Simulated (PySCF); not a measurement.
# OsNH: relaxation and vibrations of the triplet

Aim: relax OsNH as a triplet from a PBE0 minimum start, check by its vibrations whether the end is a minimum, and collect its spectrum and constants.

Computed with PySCF 2.14.0. Level: PBE0, basis Os def2-TZVP with ECP60, N def2-TZVP, H def2-TZVP, scalar-relativistic core potentials, no spin–orbit coupling, density fitting.

### Step 1. Where the work starts

3 atoms, charge 0, spin multiplicity 3.

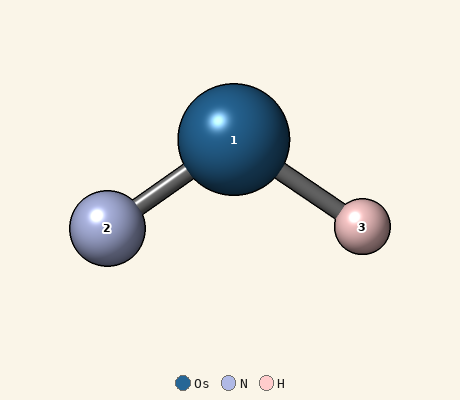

Start geometry, drawn with osmium blue, nitrogen light blue, hydrogen pink; atoms are numbered from 1 in the order of the file.

```xyz
3
charge 0 multiplicity 3
Os    0.0827    0.0000   -0.0684
N    -1.2379    0.0000    0.8812
H     1.4466    0.0000    0.8353
```

### Step 2. Finding the electronic state

The steps below are one call of a driver around PySCF. For each, scf.py gives the equivalent set-up of the SCF; relaxations use the driver's own optimiser. After this first run the driver tries any further starts and a stability analysis.

The input, scf.py:

```python
from pyscf import gto, scf, dft
mol = gto.M(atom='''
Os     0.082664     0.000000    -0.068425
N     -1.237892     0.000000     0.881238
H      1.446583     0.000000     0.835340''',
    basis={'Os': 'def2-TZVP', 'N': 'def2-TZVP', 'H': 'def2-TZVP'},
    ecp={'Os': 'def2-TZVP'},
    charge=0, spin=2)
mf = dft.UKS(mol, xc='PBE0')
mf.grids.atom_grid = (50, 194)
aux = {'Os': 'def2-universal-JKFIT', 'N': 'def2-universal-JKFIT', 'H': 'def2-universal-JKFIT'}
mf = mf.density_fit(auxbasis=aux)
mf.conv_tol = 1e-08
mf.diis_space = 10
mf.max_cycle = 60
mf.init_guess = 'minao'
mf.verbose = 4
mf.kernel()
```

Launch:

```sh
$ OMP_NUM_THREADS=2 python axn.py task.json out
```

After this run come: Relaxing the triplet from the PBE0 minimum start; Frequencies.

**Question.** What will these runs give? Wanted: minimum; geometry; wavenumbers; dipole moment; highest occupied, lowest empty level; polar-tensor charge of Os1; zero-point energy; atomisation energy; ⟨S²⟩.

As calculated:

```
                                          quantity                                      value
                                           minimum                                triplet, Cs
                                          geometry  Os–H 1.636 Å, Os–N 1.627 Å; H–Os–N 110.7°
                                wavenumbers (cm⁻¹)             629 (a'), 1148 (a'), 2096 (a')
                                     dipole moment                                     2.39 D
highest occupied, lowest empty level (either spin)                            -5.96, -3.71 eV
                        polar-tensor charge of Os1                                    +0.63 e
                                 zero-point energy                                23.2 kJ/mol
                               entropy at 298.15 K                            268.2 J/(mol K)
         atomisation energy (no zero-point energy)                                 774 kJ/mol
                                              ⟨S²⟩                                      2.023
```

**Reading.** The PBE0 minimum start keeps its Cs symmetry and ends in a minimum. In the infrared the band at 2096 cm⁻¹ (a', stretch) leads. Most of the spin sits on Os1 (Mulliken spin 1.89, against 2 for the whole molecule). Other starts or spin states, not run here, may lie lower. One determinant may miss the lowest occupation of an open d or f shell. With an element this heavy the missing spin–orbit coupling can shift these numbers.
